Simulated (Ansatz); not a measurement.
**BH3S (triplet): RPA-PBE over a scan of the distance B1–H4 along a hydrogen transfer, cc-pVDZ**

How well do these functionals follow the top wave-function level for BH3S (triplet) over a scan of the distance B1–H4 along a hydrogen transfer?

The runs use Ansatz 0.2.0, Gaussian basis; cc-pVDZ, all electrons in the functionals, frozen cores in the correlation of double hybrids and RPA.

To be run: RPA-PBE, at 1.110 Å; 1.194 Å; 1.251 Å; 1.308 Å; 1.366 Å; 1.423 Å; 1.481 Å; 1.538 Å; 1.596 Å.

### Step 1. The system

The geometry derives from fragments relaxed apart (PBE0/def2-TZVP) and kept rigid, so it is no stationary point. A hydrogen atom is moved between rigid fragments.

5 atoms, charge 0, spin multiplicity 3.

Atoms are counted from 1 here; the program's logs count them from 0.

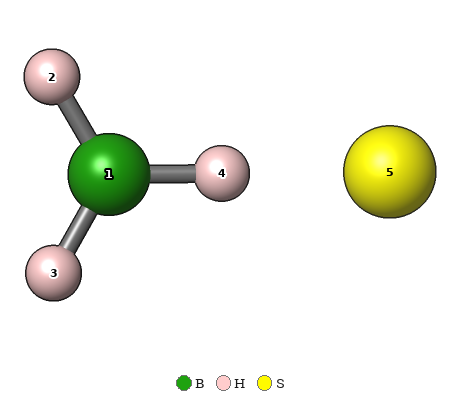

The structure; boron green, hydrogen pink, sulfur yellow; atoms are numbered from 1 in the order of the file.

No dispersion term is added.

The geometry shown and the zero of energy belong to the point 1.194 Å. The yardstick, UCCSDT(Q), and other wave-function levels (R restricted, U unrestricted, valence and pair active spaces) come from earlier runs.

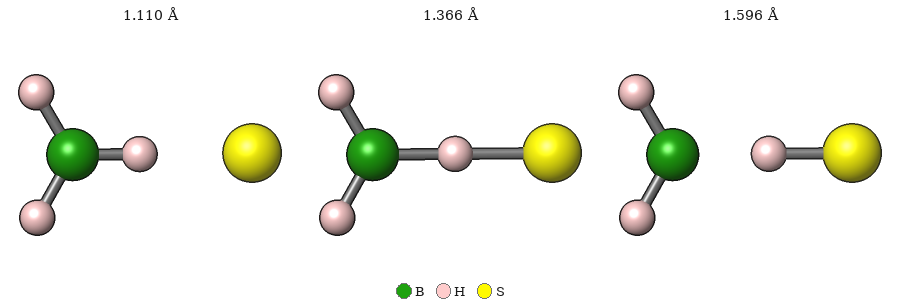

Three points of the scan; sticks are drawn by distance.

### Step 2. RPA-PBE, 1.110 Å

File in.yaml:

```yaml
crystal:
  periodic: [false, false, false]
  atoms:
    - {symbol: B, position_ang: [-2.077161, 0.000000, 0.000000]}
    - {symbol: H, position_ang: [-2.673894, 1.033571, 0.000000]}
    - {symbol: H, position_ang: [-2.673894, -1.033571, 0.000000]}
    - {symbol: H, position_ang: [-0.967161, 0.000000, 0.000000]}
    - {symbol: S, position_ang: [0.898839, 0.000000, 0.000000]}
basis:
  gaussian: {orbitals: cc-pVDZ}
magnetization: {spin_polarized: true, initial_magnetization: 2}
hamiltonian: {xc: {name: PBE}}
correlation: {method: rpa, electrons: outside_noble_gas}
```

On the command line:

```sh
ansatz run in.yaml --threads 1 --pin off --events-out ev --progress --plain --max-ram 2393MiB
```

What it wrote:

```text
Functional definition: PBE
  name "PBE"
  cite "Perdew, Burke & Ernzerhof, Phys. Rev. Lett. 77, 3865 (1996) doi:10.1103/PhysRevLett.77.3865"
  parent pbe
  parameter kappa = 0.804
  parameter beta = 0.06672455060314922
  exchange = pbe_x(kappa = kappa, mu = beta*pi^2/3)
  correlation = pbe_c(beta = beta)
451 factors; integrals over basis functions are off by at most 1.6e-3 eV
mean field evaluation 1: about -11547.9759 eV, gradient 1.5e1 eV
mean field evaluation 2: about -11547.9728 eV, gradient 1.5e1 eV
mean field evaluation 4: about -11549.6197 eV, gradient 7.8e0 eV
mean field evaluation 8: about -11550.1739 eV, gradient 1.3e-1 eV
mean field evaluation 16: about -11550.1741 eV, gradient 1.0e-5 eV
mean field evaluation 32: about -11549.1155 eV, gradient 4.1e-3 eV
mean field evaluation 64: about -11550.1725 eV, gradient 5.0e-2 eV
mean field evaluation 96: about -11550.1742 eV, gradient 7.9e-2 eV
mean field -11550.17407751 eV, -424.4610683593 hartree, gradient 4.7e-6 eV, S^2 2.003457; 11 other end points of the search recorded, 0 dependent functions left out
6 core orbitals not correlated: weight in the atoms' cores, before any rotation towards them, 1.000 or more for the frozen orbitals, at most 0.000 for the correlated occupied ones
reference -11533.16372065 eV, -423.8359492748 hartree; 7, 5 occupied and 34, 36 virtual orbitals, 451 factors
Total energy: -11543.47726478 eV, -424.2149650307 hartree
```

Wall time 5.5 s (1 thread of Intel Xeon Platinum 8488C, shared host).

From the report: ⟨S²⟩ of the determinant 2.003 (pure triplet: 2.00).

### Step 3. RPA-PBE, 1.194 Å

File in.yaml:

```yaml
crystal:
  periodic: [false, false, false]
  atoms:
    - {symbol: B, position_ang: [-2.078994, 0.000000, 0.000000]}
    - {symbol: H, position_ang: [-2.675727, 1.033571, 0.000000]}
    - {symbol: H, position_ang: [-2.675727, -1.033571, 0.000000]}
    - {symbol: H, position_ang: [-0.885528, 0.000000, 0.000000]}
    - {symbol: S, position_ang: [0.897006, 0.000000, 0.000000]}
basis:
  gaussian: {orbitals: cc-pVDZ}
magnetization: {spin_polarized: true, initial_magnetization: 2}
hamiltonian: {xc: {name: PBE}}
correlation: {method: rpa, electrons: outside_noble_gas}
```

The command is unchanged.

What it wrote, shortened:

```text
Functional definition: PBE
  name "PBE"
  cite "Perdew, Burke & Ernzerhof, Phys. Rev. Lett. 77, 3865 (1996) doi:10.1103/PhysRevLett.77.3865"
  parent pbe
[...]
454 factors; integrals over basis functions are off by at most 1.8e-3 eV
[...]
mean field -11550.33244326 eV, -424.4668881934 hartree, gradient 7.0e-6 eV, S^2 2.003646; 14 other end points of the search recorded, 0 dependent functions left out
6 core orbitals not correlated: weight in the atoms' cores, before any rotation towards them, 1.000 or more for the frozen orbitals, at most 0.000 for the correlated occupied ones
reference -11533.15836892 eV, -423.8357526024 hartree; 7, 5 occupied and 34, 36 virtual orbitals, 454 factors
Total energy: -11543.57061700 eV, -424.2183956616 hartree
```

Run time: 7.5 s. Hardware: 1 thread of Intel Xeon Platinum 8488C, shared host.

From the report: ⟨S²⟩ of the determinant 2.004 (pure triplet: 2.00).

### Step 4. RPA-PBE, 1.251 Å

File in.yaml:

```yaml
crystal:
  periodic: [false, false, false]
  atoms:
    - {symbol: B, position_ang: [-2.080257, 0.000000, 0.000000]}
    - {symbol: H, position_ang: [-2.676990, 1.033571, 0.000000]}
    - {symbol: H, position_ang: [-2.676991, -1.033571, 0.000000]}
    - {symbol: H, position_ang: [-0.829257, 0.000000, 0.000000]}
    - {symbol: S, position_ang: [0.895743, 0.000000, 0.000000]}
basis:
  gaussian: {orbitals: cc-pVDZ}
magnetization: {spin_polarized: true, initial_magnetization: 2}
hamiltonian: {xc: {name: PBE}}
correlation: {method: rpa, electrons: outside_noble_gas}
```

Same command.

What it wrote, shortened:

```text
Functional definition: PBE
  name "PBE"
  cite "Perdew, Burke & Ernzerhof, Phys. Rev. Lett. 77, 3865 (1996) doi:10.1103/PhysRevLett.77.3865"
  parent pbe
[...]
455 factors; integrals over basis functions are off by at most 1.2e-3 eV
[...]
mean field -11550.34662600 eV, -424.4674093993 hartree, gradient 8.2e-6 eV, S^2 2.003783; 12 other end points of the search recorded, 0 dependent functions left out
6 core orbitals not correlated: weight in the atoms' cores, before any rotation towards them, 1.000 or more for the frozen orbitals, at most 0.000 for the correlated occupied ones
reference -11533.06191306 eV, -423.8322079147 hartree; 7, 5 occupied and 34, 36 virtual orbitals, 455 factors
Total energy: -11543.53951469 eV, -424.2172526727 hartree
```

Run time: 7.5 s. Hardware: 1 thread of Intel Xeon Platinum 8488C, shared host.

From the report: ⟨S²⟩ of the determinant 2.004 (pure triplet: 2.00).

From 1.194 Å: +0.7 kcal/mol.

### Step 5. RPA-PBE, 1.308 Å

File in.yaml:

```yaml
crystal:
  periodic: [false, false, false]
  atoms:
    - {symbol: B, position_ang: [-2.081509, 0.000000, 0.000000]}
    - {symbol: H, position_ang: [-2.678242, 1.033571, 0.000000]}
    - {symbol: H, position_ang: [-2.678242, -1.033571, 0.000000]}
    - {symbol: H, position_ang: [-0.773509, 0.000000, 0.000000]}
    - {symbol: S, position_ang: [0.894491, 0.000000, 0.000000]}
basis:
  gaussian: {orbitals: cc-pVDZ}
magnetization: {spin_polarized: true, initial_magnetization: 2}
hamiltonian: {xc: {name: PBE}}
correlation: {method: rpa, electrons: outside_noble_gas}
```

The command is unchanged.

What it wrote, shortened:

```text
Functional definition: PBE
  name "PBE"
  cite "Perdew, Burke & Ernzerhof, Phys. Rev. Lett. 77, 3865 (1996) doi:10.1103/PhysRevLett.77.3865"
  parent pbe
[...]
453 factors; integrals over basis functions are off by at most 1.8e-3 eV
[...]
mean field -11550.31115260 eV, -424.4661057759 hartree, gradient 6.7e-6 eV, S^2 2.003919; 12 other end points of the search recorded, 0 dependent functions left out
6 core orbitals not correlated: weight in the atoms' cores, before any rotation towards them, 1.000 or more for the frozen orbitals, at most 0.000 for the correlated occupied ones
reference -11532.92687334 eV, -423.8272452965 hartree; 7, 5 occupied and 34, 36 virtual orbitals, 453 factors
Total energy: -11543.46169179 eV, -424.2143927339 hartree
```

Run time: 7.5 s. Hardware: 1 thread of Intel Xeon Platinum 8488C, shared host.

From the report: ⟨S²⟩ of the determinant 2.004 (pure triplet: 2.00).

From 1.194 Å: +2.5 kcal/mol.

### Step 6. RPA-PBE, 1.366 Å

File in.yaml:

```yaml
crystal:
  periodic: [false, false, false]
  atoms:
    - {symbol: B, position_ang: [-2.082783, 0.000000, 0.000000]}
    - {symbol: H, position_ang: [-2.679516, 1.033571, 0.000000]}
    - {symbol: H, position_ang: [-2.679516, -1.033571, 0.000000]}
    - {symbol: H, position_ang: [-0.716783, 0.000000, 0.000000]}
    - {symbol: S, position_ang: [0.893217, 0.000000, 0.000000]}
basis:
  gaussian: {orbitals: cc-pVDZ}
magnetization: {spin_polarized: true, initial_magnetization: 2}
hamiltonian: {xc: {name: PBE}}
correlation: {method: rpa, electrons: outside_noble_gas}
```

Launched as before.

What it wrote, shortened:

```text
Functional definition: PBE
  name "PBE"
  cite "Perdew, Burke & Ernzerhof, Phys. Rev. Lett. 77, 3865 (1996) doi:10.1103/PhysRevLett.77.3865"
  parent pbe
[...]
453 factors; integrals over basis functions are off by at most 1.6e-3 eV
[...]
mean field -11550.24238436 eV, -424.4635785899 hartree, gradient 2.6e-6 eV, S^2 2.004051; 15 other end points of the search recorded, 0 dependent functions left out
6 core orbitals not correlated: weight in the atoms' cores, before any rotation towards them, 1.000 or more for the frozen orbitals, at most 0.000 for the correlated occupied ones
reference -11532.77609126 eV, -423.8217041573 hartree; 7, 5 occupied and 34, 36 virtual orbitals, 453 factors
Total energy: -11543.35569009 eV, -424.2104972432 hartree
```

Wall time 9 s (1 thread of Intel Xeon Platinum 8488C, shared host).

From the report: ⟨S²⟩ of the determinant 2.004 (pure triplet: 2.00).

From 1.194 Å: +5.0 kcal/mol.

### Step 7. RPA-PBE, 1.423 Å

File in.yaml:

```yaml
crystal:
  periodic: [false, false, false]
  atoms:
    - {symbol: B, position_ang: [-2.084034, 0.000000, 0.000000]}
    - {symbol: H, position_ang: [-2.680768, 1.033571, 0.000000]}
    - {symbol: H, position_ang: [-2.680768, -1.033571, 0.000000]}
    - {symbol: H, position_ang: [-0.661034, 0.000000, 0.000000]}
    - {symbol: S, position_ang: [0.891966, 0.000000, 0.000000]}
basis:
  gaussian: {orbitals: cc-pVDZ}
magnetization: {spin_polarized: true, initial_magnetization: 2}
hamiltonian: {xc: {name: PBE}}
correlation: {method: rpa, electrons: outside_noble_gas}
```

The command is unchanged.

What it wrote, shortened:

```text
Functional definition: PBE
  name "PBE"
  cite "Perdew, Burke & Ernzerhof, Phys. Rev. Lett. 77, 3865 (1996) doi:10.1103/PhysRevLett.77.3865"
  parent pbe
[...]
453 factors; integrals over basis functions are off by at most 1.4e-3 eV
[...]
mean field -11550.15503337 eV, -424.4603685001 hartree, gradient 7.4e-6 eV, S^2 2.004162; 15 other end points of the search recorded, 0 dependent functions left out
6 core orbitals not correlated: weight in the atoms' cores, before any rotation towards them, 1.000 or more for the frozen orbitals, at most 0.000 for the correlated occupied ones
reference -11532.63631758 eV, -423.8165675693 hartree; 7, 5 occupied and 34, 36 virtual orbitals, 453 factors
Total energy: -11543.24104344 eV, -424.2062840565 hartree
```

Run time: 8 s. Hardware: 1 thread of Intel Xeon Platinum 8488C, shared host.

From the report: ⟨S²⟩ of the determinant 2.004 (pure triplet: 2.00).

From 1.194 Å: +7.6 kcal/mol.

### Step 8. RPA-PBE, 1.481 Å

File in.yaml:

```yaml
crystal:
  periodic: [false, false, false]
  atoms:
    - {symbol: B, position_ang: [-2.085308, 0.000000, 0.000000]}
    - {symbol: H, position_ang: [-2.682041, 1.033571, 0.000000]}
    - {symbol: H, position_ang: [-2.682041, -1.033571, 0.000000]}
    - {symbol: H, position_ang: [-0.604308, 0.000000, 0.000000]}
    - {symbol: S, position_ang: [0.890692, 0.000000, 0.000000]}
basis:
  gaussian: {orbitals: cc-pVDZ}
magnetization: {spin_polarized: true, initial_magnetization: 2}
hamiltonian: {xc: {name: PBE}}
correlation: {method: rpa, electrons: outside_noble_gas}
```

Launched as before.

What it wrote, shortened:

```text
Functional definition: PBE
  name "PBE"
  cite "Perdew, Burke & Ernzerhof, Phys. Rev. Lett. 77, 3865 (1996) doi:10.1103/PhysRevLett.77.3865"
  parent pbe
[...]
453 factors; integrals over basis functions are off by at most 1.2e-3 eV
[...]
mean field -11550.05257334 eV, -424.4566031633 hartree, gradient 7.8e-6 eV, S^2 2.004233; 14 other end points of the search recorded, 0 dependent functions left out
6 core orbitals not correlated: weight in the atoms' cores, before any rotation towards them, 1.000 or more for the frozen orbitals, at most 0.000 for the correlated occupied ones
reference -11532.51689540 eV, -423.8121788854 hartree; 7, 5 occupied and 34, 36 virtual orbitals, 453 factors
Total energy: -11543.12364242 eV, -424.2019696488 hartree
```

Wall time 7.5 s (1 thread of Intel Xeon Platinum 8488C, shared host).

From the report: ⟨S²⟩ of the determinant 2.004 (pure triplet: 2.00).

From 1.194 Å: +10.3 kcal/mol.

### Step 9. RPA-PBE, 1.538 Å

File in.yaml:

```yaml
crystal:
  periodic: [false, false, false]
  atoms:
    - {symbol: B, position_ang: [-2.086560, 0.000000, 0.000000]}
    - {symbol: H, position_ang: [-2.683293, 1.033571, 0.000000]}
    - {symbol: H, position_ang: [-2.683293, -1.033571, 0.000000]}
    - {symbol: H, position_ang: [-0.548560, 0.000000, 0.000000]}
    - {symbol: S, position_ang: [0.889440, 0.000000, 0.000000]}
basis:
  gaussian: {orbitals: cc-pVDZ}
magnetization: {spin_polarized: true, initial_magnetization: 2}
hamiltonian: {xc: {name: PBE}}
correlation: {method: rpa, electrons: outside_noble_gas}
```

Same command.

What it wrote, shortened:

```text
Functional definition: PBE
  name "PBE"
  cite "Perdew, Burke & Ernzerhof, Phys. Rev. Lett. 77, 3865 (1996) doi:10.1103/PhysRevLett.77.3865"
  parent pbe
[...]
453 factors; integrals over basis functions are off by at most 1.4e-3 eV
[...]
mean field -11549.93791070 eV, -424.4523893889 hartree, gradient 7.8e-6 eV, S^2 2.004243; 14 other end points of the search recorded, 0 dependent functions left out
6 core orbitals not correlated: weight in the atoms' cores, before any rotation towards them, 1.000 or more for the frozen orbitals, at most 0.000 for the correlated occupied ones
reference -11532.42462830 eV, -423.8087881319 hartree; 7, 5 occupied and 34, 36 virtual orbitals, 453 factors
Total energy: -11543.00899940 eV, -424.1977565954 hartree
```

Run time: 9 s. Hardware: 1 thread of Intel Xeon Platinum 8488C, shared host.

From the report: ⟨S²⟩ of the determinant 2.004 (pure triplet: 2.00).

From 1.194 Å: +13.0 kcal/mol.

### Step 10. RPA-PBE, 1.596 Å

File in.yaml:

```yaml
crystal:
  periodic: [false, false, false]
  atoms:
    - {symbol: B, position_ang: [-2.087833, 0.000000, 0.000000]}
    - {symbol: H, position_ang: [-2.684567, 1.033571, 0.000000]}
    - {symbol: H, position_ang: [-2.684567, -1.033571, 0.000000]}
    - {symbol: H, position_ang: [-0.491833, 0.000000, 0.000000]}
    - {symbol: S, position_ang: [0.888167, 0.000000, 0.000000]}
basis:
  gaussian: {orbitals: cc-pVDZ}
magnetization: {spin_polarized: true, initial_magnetization: 2}
hamiltonian: {xc: {name: PBE}}
correlation: {method: rpa, electrons: outside_noble_gas}
```

Same command.

What it wrote, shortened:

```text
Functional definition: PBE
  name "PBE"
  cite "Perdew, Burke & Ernzerhof, Phys. Rev. Lett. 77, 3865 (1996) doi:10.1103/PhysRevLett.77.3865"
  parent pbe
[...]
455 factors; integrals over basis functions are off by at most 1.3e-3 eV
[...]
mean field -11549.79804908 eV, -424.4472495695 hartree, gradient 7.8e-6 eV, S^2 2.004190; 14 other end points of the search recorded, 0 dependent functions left out
6 core orbitals not correlated: weight in the atoms' cores, before any rotation towards them, 1.000 or more for the frozen orbitals, at most 0.000 for the correlated occupied ones
reference -11532.34477389 eV, -423.8058535365 hartree; 7, 5 occupied and 34, 36 virtual orbitals, 455 factors
Total energy: -11542.88419995 eV, -424.1931703003 hartree
```

Wall time 9 s (1 thread of Intel Xeon Platinum 8488C, shared host).

From the report: ⟨S²⟩ of the determinant 2.004 (pure triplet: 2.00).

From 1.194 Å: +15.8 kcal/mol.

### Step 11. Against the wave-function levels

The yardstick is UCCSDT(Q), where the cluster series has nearly closed. It comes from earlier runs at the same points. Energies in kcal/mol, counted from 1.194 Å; blanks weren't run or aren't comparable.

```
    level  1.110 Å  1.194 Å  1.251 Å  1.308 Å  1.366 Å  1.423 Å  1.481 Å  1.538 Å  1.596 Å
UCCSDT(Q)      1.7      0.0      1.1      3.2      6.0      8.9     11.8     14.6     17.4
  RPA-PBE      2.2      0.0      0.7      2.5      5.0      7.6     10.3     13.0     15.8
```

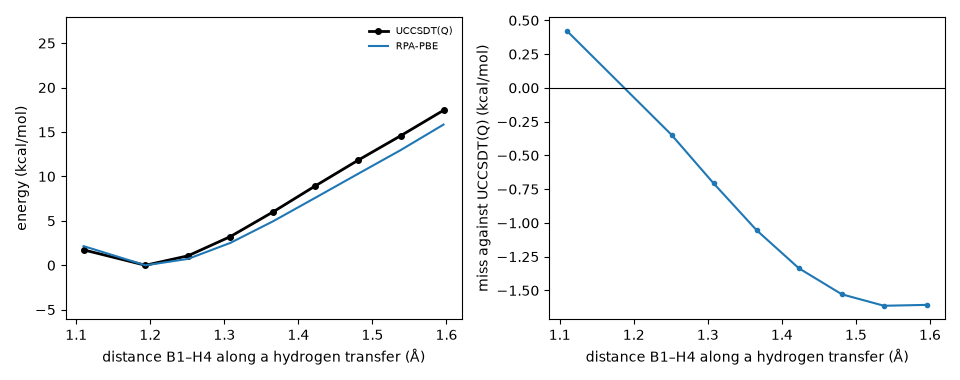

Left: the curves (the axis may cut off levels that run far away). Right: misses against UCCSDT(Q), in the same colours.

Largest miss and mean time a point (UCCSDT(Q) took 41 s a point; shared hosts):

```
  level  largest miss (kcal/mol)    where  time a point
RPA-PBE                     -1.6  1.538 Å         7.8 s
```

### Step 12. Summary of results

| quantity | value |
| --- | --- |
| span of the UCCSDT(Q) curve | 17.4 kcal/mol |
| largest miss, RPA-PBE | -1.6 kcal/mol (1.538 Å) |

In words: RPA-PBE strays by up to 1.6 kcal/mol, at 1.538 Å. Functionals and the yardstick converge differently with the basis, so part of each miss in cc-pVDZ is the basis.
